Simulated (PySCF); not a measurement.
# Geometry relaxation, with input and output: B3SiNH6O4 (part 2 of 2)

The same run, continued: B3SiNH6O4; PBE0-D3(BJ)/def2-SVP geometry optimisation, gas phase (PySCF 2.14.0). 

Geometry of the input (Å):
```
O  -0.4996  0.7928  0.2484
B  -1.6700  1.4428  0.5982
O  -2.8750  0.7882  0.5501
B  -2.8678  -0.5082  0.1494
O  -1.7693  -1.1601  -0.2127
B  -0.5551  -0.5065  -0.1627
O  0.5602  -1.1490  -0.5019
Si 2.1771  -0.9034  -0.6144
N  2.5840  0.5179  0.2707
H  -1.6258  2.5635  0.9528
H  -3.9343  -1.0758  0.1167
H  2.4068  -0.8914  -2.0517
H  2.6982  -2.0589  0.0673
H  3.4890  0.9184  0.2171
H  1.8707  1.2043  0.3875
```

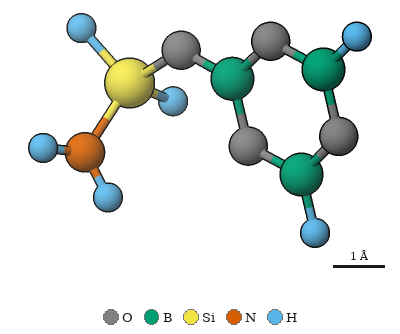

The geometry at step 16 of the log (ball-and-stick view, seen at a tilt).

## Trajectory as extended XYZ, continued
```
15
Properties=species:S:1:pos:R:3:forces:R:3 step=11 energy=-19665.86869
O    -0.6481    0.7864   -0.1094   -0.0059  -0.0691   0.0249
B    -1.7836    1.4883    0.1651   -0.1394  -0.0383   0.0364
O    -2.9290    0.8157    0.5190    0.0771   0.1447  -0.0444
B    -2.9387   -0.5526    0.5864    0.0272  -0.1786   0.0353
O    -1.7980   -1.2544    0.3198   -0.0704  -0.0095   0.0177
B    -0.6307   -0.6029   -0.0038    0.0987   0.1629   0.0321
O     0.5090   -1.2782   -0.1981   -0.0213  -0.0176  -0.0733
Si    2.0264   -0.6424   -0.6111   -0.0639  -0.1642   0.0499
N     2.6976    0.3686    0.5857    0.0579   0.0768  -0.1491
H    -1.7909    2.6894    0.1068    0.0207   0.0170  -0.0184
H    -3.9466   -1.1369    0.8892    0.0031   0.0288  -0.0221
H     1.8378    0.1200   -1.8733    0.0282   0.0078  -0.0180
H     2.8764   -1.8498   -0.7643    0.0198   0.0155  -0.0180
H     3.3278    0.0551    1.3098   -0.0083  -0.0183   0.0537
H     2.5401    1.3670    0.5891   -0.0234   0.0423   0.0935
15
Properties=species:S:1:pos:R:3:forces:R:3 step=12 energy=-19665.87565
O    -0.6537    0.8058   -0.0744    0.0143  -0.0536   0.0465
B    -1.7986    1.4965    0.1947   -0.0909  -0.0225  -0.0080
O    -2.9429    0.8130    0.5236    0.0467   0.1067  -0.0050
B    -2.9455   -0.5575    0.5729    0.0256  -0.1286  -0.0290
O    -1.7975   -1.2469    0.3089   -0.0417  -0.0053   0.0555
B    -0.6286   -0.5833    0.0102    0.0630   0.1054  -0.0275
O     0.5106   -1.2567   -0.1930   -0.0357  -0.0312  -0.0603
Si    2.0403   -0.6623   -0.6138   -0.0539  -0.0647   0.0684
N     2.7216    0.3768    0.5538    0.0889   0.0644  -0.0981
H    -1.8111    2.6982    0.1444    0.0125   0.0125  -0.0030
H    -3.9568   -1.1503    0.8446    0.0061   0.0206   0.0011
H     1.8756    0.0740   -1.8955   -0.0033  -0.0231  -0.0249
H     2.8744   -1.8848   -0.7295    0.0243   0.0289  -0.0102
H     3.3476    0.0843    1.2911   -0.0407  -0.0320   0.0308
H     2.5141    1.3665    0.5727   -0.0153   0.0226   0.0637
15
Properties=species:S:1:pos:R:3:forces:R:3 step=13 energy=-19665.88367
O    -0.6568    0.8195   -0.0395    0.0047   0.0165   0.0025
B    -1.8148    1.5016    0.2079    0.0523  -0.0060  -0.0012
O    -2.9545    0.8087    0.5176   -0.0280  -0.0004   0.0004
B    -2.9461   -0.5654    0.5630   -0.0057   0.0033  -0.0293
O    -1.7909   -1.2433    0.3134    0.0215   0.0138   0.0201
B    -0.6239   -0.5671    0.0228   -0.0031  -0.0120   0.0237
O     0.5136   -1.2408   -0.1901   -0.0373  -0.0434  -0.0497
Si    2.0479   -0.6726   -0.6204    0.0149   0.0896   0.0631
N     2.7526    0.3847    0.5192    0.1113   0.0494  -0.0033
H    -1.8291    2.7039    0.1574   -0.0088  -0.0063  -0.0007
H    -3.9591   -1.1612    0.8162   -0.0066  -0.0067   0.0142
H     1.8905    0.0507   -1.9109   -0.0137  -0.0487  -0.0253
H     2.8836   -1.8949   -0.7148   -0.0047   0.0000  -0.0127
H     3.3275    0.0839    1.2957   -0.0596  -0.0417  -0.0085
H     2.5089    1.3656    0.5734   -0.0371  -0.0075   0.0065
15
Properties=species:S:1:pos:R:3:forces:R:3 step=14 energy=-19665.88343
O    -0.6537    0.8358    0.0096    0.0165   0.0720   0.0036
B    -1.8261    1.5056    0.2281    0.0986   0.0391  -0.0369
O    -2.9655    0.8024    0.5036   -0.0614  -0.0867   0.0142
B    -2.9450   -0.5744    0.5456   -0.0216   0.1046  -0.0235
O    -1.7779   -1.2382    0.3231    0.0713   0.0264   0.0103
B    -0.6110   -0.5482    0.0545   -0.0724  -0.1250   0.0152
O     0.5283   -1.2174   -0.1605   -0.0398  -0.0365  -0.0176
Si    2.0629   -0.6779   -0.6219    0.0816  -0.0713  -0.0063
N     2.8239    0.3879    0.4726   -0.0580   0.1286  -0.0727
H    -1.8477    2.7080    0.1732   -0.0173  -0.0133   0.0173
H    -3.9600   -1.1768    0.7713   -0.0085  -0.0230   0.0176
H     1.8974    0.0404   -1.9140   -0.0112  -0.0403  -0.0171
H     2.8743   -1.9150   -0.7193   -0.0096  -0.0263  -0.0335
H     3.2661    0.1000    1.3361   -0.0385  -0.0318   0.0018
H     2.4835    1.3413    0.5086    0.0703   0.0835   0.1274
15
Properties=species:S:1:pos:R:3:forces:R:3 step=15 energy=-19665.89077
O    -0.6432    0.8245    0.0055   -0.0031   0.0626   0.0013
B    -1.8122    1.5005    0.2216    0.0794   0.0404  -0.0352
O    -2.9562    0.8041    0.4980   -0.0489  -0.0993   0.0121
B    -2.9425   -0.5728    0.5460   -0.0199   0.1178  -0.0158
O    -1.7784   -1.2430    0.3261    0.0648   0.0182   0.0032
B    -0.6089   -0.5602    0.0523   -0.0645  -0.1029   0.0237
O     0.5275   -1.2332   -0.1655   -0.0138  -0.0460  -0.0165
Si    2.0564   -0.6719   -0.6247    0.0302   0.0707  -0.0186
N     2.7994    0.4039    0.4763    0.0331   0.0152   0.0405
H    -1.8285    2.7027    0.1638   -0.0141  -0.0099   0.0175
H    -3.9601   -1.1694    0.7765   -0.0025  -0.0199   0.0132
H     1.8810    0.0345   -1.9221    0.0013  -0.0291  -0.0114
H     2.8859   -1.8971   -0.7238   -0.0063  -0.0154   0.0019
H     3.2390    0.0851    1.3315   -0.0144  -0.0167  -0.0185
H     2.4903    1.3658    0.5494   -0.0214   0.0142   0.0026
15
Properties=species:S:1:pos:R:3:forces:R:3 step=16 energy=-19665.89310
O    -0.6277    0.8192    0.0122   -0.0091   0.0711  -0.0244
B    -1.7928    1.5019    0.2298    0.0812   0.0153   0.0045
O    -2.9418    0.8102    0.4991   -0.0420  -0.0870  -0.0097
B    -2.9353   -0.5668    0.5412   -0.0286   0.1077   0.0231
O    -1.7753   -1.2430    0.3188    0.0561   0.0061  -0.0226
B    -0.6035   -0.5667    0.0420   -0.0384  -0.0882   0.0396
O     0.5274   -1.2441   -0.1915   -0.0347  -0.0425  -0.0187
Si    2.0597   -0.6757   -0.6315    0.0332   0.0788  -0.0004
N     2.7650    0.4224    0.4753    0.0157  -0.0081   0.0050
H    -1.8009    2.7046    0.1877   -0.0115  -0.0070   0.0042
H    -3.9547   -1.1588    0.7765   -0.0015  -0.0163   0.0007
H     1.9018   -0.0081   -1.9520    0.0016  -0.0040   0.0130
H     2.9075   -1.8912   -0.6937   -0.0007  -0.0093   0.0129
H     3.2061    0.1002    1.3287   -0.0127   0.0044  -0.0155
H     2.4140    1.3691    0.5681   -0.0085  -0.0209  -0.0117
15
Properties=species:S:1:pos:R:3:forces:R:3 step=17 energy=-19665.89445
O    -0.6101    0.8086    0.0056   -0.0115   0.0316  -0.0209
B    -1.7666    1.5007    0.2338    0.0196  -0.0091   0.0062
O    -2.9226    0.8172    0.5020   -0.0021  -0.0247  -0.0011
B    -2.9272   -0.5579    0.5437   -0.0279   0.0369   0.0045
O    -1.7743   -1.2450    0.3114    0.0226  -0.0033  -0.0153
B    -0.5995   -0.5800    0.0287    0.0059  -0.0200   0.0383
O     0.5263   -1.2624   -0.2146   -0.0272  -0.0308  -0.0283
Si    2.0598   -0.6772   -0.6356    0.0144   0.0289   0.0081
N     2.7301    0.4361    0.4781    0.0099  -0.0214  -0.0231
H    -1.7665    2.7034    0.2029   -0.0008   0.0010   0.0008
H    -3.9490   -1.1446    0.7848    0.0041  -0.0028   0.0024
H     1.9166   -0.0284   -1.9662   -0.0037   0.0127   0.0099
H     2.9236   -1.8831   -0.6741   -0.0011   0.0029   0.0168
H     3.1596    0.1151    1.3374    0.0000   0.0165   0.0080
H     2.3493    1.3710    0.5728   -0.0022  -0.0183  -0.0061
15
Properties=species:S:1:pos:R:3:forces:R:3 step=18 energy=-19665.89496
O    -0.5994    0.8019   -0.0035   -0.0078  -0.0008  -0.0064
B    -1.7494    1.4999    0.2352   -0.0102  -0.0066   0.0091
O    -2.9092    0.8226    0.5070    0.0128   0.0116  -0.0044
B    -2.9221   -0.5512    0.5462   -0.0081  -0.0131   0.0146
O    -1.7743   -1.2455    0.3053   -0.0035  -0.0043  -0.0062
B    -0.5972   -0.5882    0.0187    0.0178   0.0146   0.0051
O     0.5240   -1.2751   -0.2336   -0.0145  -0.0143  -0.0161
Si    2.0596   -0.6796   -0.6378    0.0081  -0.0074   0.0086
N     2.7094    0.4409    0.4803   -0.0009  -0.0154  -0.0274
H    -1.7430    2.7027    0.2114    0.0032   0.0037  -0.0026
H    -3.9442   -1.1339    0.7962    0.0021   0.0036  -0.0049
H     1.9271   -0.0348   -1.9710   -0.0039   0.0117   0.0045
H     2.9319   -1.8798   -0.6608   -0.0019   0.0036   0.0083
H     3.1285    0.1260    1.3469    0.0022   0.0133   0.0126
H     2.3078    1.3674    0.5701    0.0047  -0.0002   0.0052
15
Properties=species:S:1:pos:R:3:forces:R:3 step=19 energy=-19665.89511
O    -0.5966    0.7995   -0.0118   -0.0016  -0.0127  -0.0033
B    -1.7427    1.5003    0.2364   -0.0167  -0.0063   0.0013
O    -2.9027    0.8257    0.5140    0.0100   0.0213   0.0049
B    -2.9200   -0.5478    0.5508    0.0047  -0.0233  -0.0046
O    -1.7757   -1.2452    0.3002   -0.0139  -0.0037  -0.0001
B    -0.5980   -0.5911    0.0096    0.0173   0.0219   0.0093
O     0.5210   -1.2807   -0.2453   -0.0067  -0.0013  -0.0122
Si    2.0591   -0.6823   -0.6384    0.0028  -0.0124   0.0078
N     2.7012    0.4399    0.4820   -0.0039  -0.0034  -0.0133
H    -1.7330    2.7032    0.2146    0.0032   0.0020  -0.0006
H    -3.9423   -1.1284    0.8042    0.0012   0.0047  -0.0001
H     1.9333   -0.0349   -1.9708   -0.0007   0.0041   0.0000
H     2.9328   -1.8815   -0.6534   -0.0006   0.0013   0.0002
H     3.1157    0.1307    1.3529    0.0009   0.0030   0.0070
H     2.2974    1.3660    0.5657    0.0043   0.0049   0.0038
15
Properties=species:S:1:pos:R:3:forces:R:3 step=20 energy=-19665.89515
O    -0.5964    0.7994   -0.0158    0.0017  -0.0110   0.0017
B    -1.7404    1.5014    0.2386   -0.0060   0.0015  -0.0001
O    -2.8998    0.8283    0.5208    0.0024   0.0102   0.0032
B    -2.9195   -0.5457    0.5529    0.0090  -0.0146  -0.0014
O    -1.7774   -1.2441    0.2960   -0.0108   0.0011   0.0027
B    -0.5990   -0.5910    0.0047    0.0044   0.0104  -0.0024
O     0.5181   -1.2825   -0.2532    0.0013   0.0068  -0.0025
Si    2.0588   -0.6855   -0.6389    0.0003  -0.0073   0.0030
N     2.6983    0.4378    0.4817   -0.0035   0.0040   0.0038
H    -1.7286    2.7044    0.2181    0.0010   0.0000  -0.0001
H    -3.9419   -1.1247    0.8085   -0.0017   0.0019  -0.0009
H     1.9389   -0.0368   -1.9713    0.0008  -0.0021  -0.0021
H     2.9314   -1.8853   -0.6479   -0.0002  -0.0015  -0.0039
H     3.1098    0.1321    1.3554   -0.0011  -0.0031   0.0000
H     2.2971    1.3655    0.5610    0.0025   0.0038  -0.0009
```

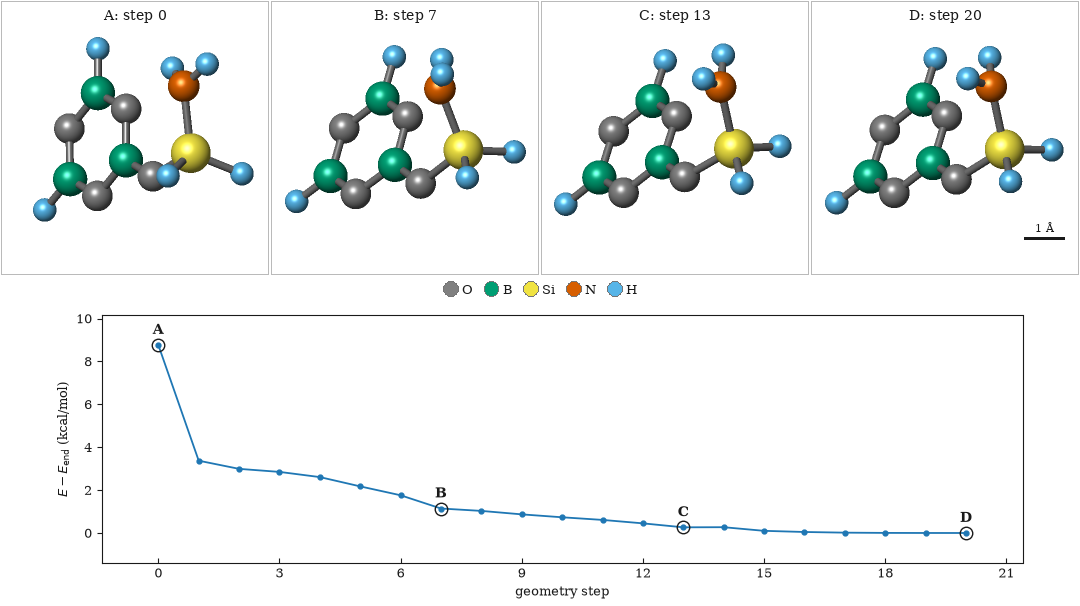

Frames of the relaxation (ball-and-stick view, seen at a tilt) above the curves, on which the letters mark them (steps are counted from 0).

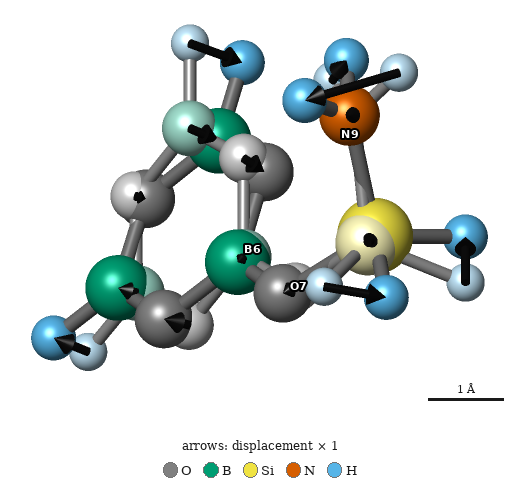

Start (faint) and end (solid) with the displacements as black arrows, at true length (ball-and-stick view, seen at a tilt). The two geometries are laid on each other by the best rigid fit. H14 moves most after the best rigid fit: 1.40 Å. By element the largest moves are H 1.40 Å, B 0.47 Å, O 0.40 Å, N 0.24 Å, Si 0.23 Å. Among the contacts that change: O7–Si8 1.639 → 1.697 Å, Si8–H13 1.439 → 1.484 Å, B4–O5 1.328 → 1.363 Å, Si8–H12 1.456 → 1.487 Å. Among the angles that change: B6–O7–Si8 140.5° → 128.3°, N9–Si8–H12 117.6° → 109.3°, O7–Si8–N9 108.7° → 114.9°. Over 20 geometry steps the energy falls by 8.77 kcal/mol. Largest force component: 2.2 eV/Å at the start, 0.015 eV/Å at the end. (Atoms are counted from 1 in the order of the input.)
